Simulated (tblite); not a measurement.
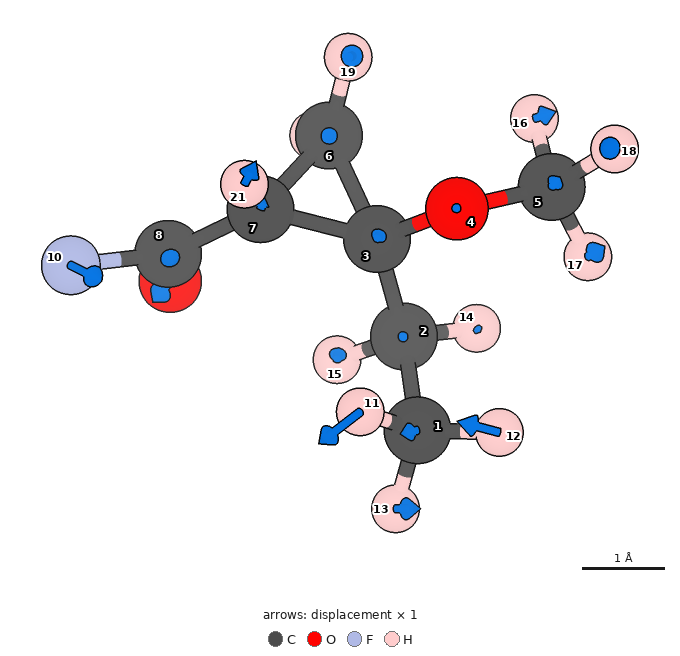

A relaxation of C$_{7}$H$_{11}$FO$_{2}$. The starting structure is drawn; blue arrows show the displacements, at their true length. The two geometries are superimposed by the best rigid fit.

The picture is a ball-and-stick view, seen face on.

Method: GFN2-xTB geometry optimisation, gas phase in tblite 0.8.0. 

Question: What did the optimiser do to the structure, and how much energy did it gain?

Answer: The atom that moves furthest after the best rigid fit is an H atom (0.87 Å). By element the largest moves are H 0.87 Å, F 0.81 Å, O 0.53 Å, C 0.32 Å. Among the contacts that change: C–H 1.135 → 1.082 Å, C–C 1.533 → 1.492 Å, C–O 1.373 → 1.413 Å, C–C 1.494 → 1.531 Å. Bond angles that change, for instance: C–C–C 110.1° → 118.5°, O–C–C 108.9° → 117.3°, O–C–C 119.5° → 111.5°. Groups turn about C–C by about 30°. Over 112 geometry steps the energy falls by 19.3 kcal/mol.
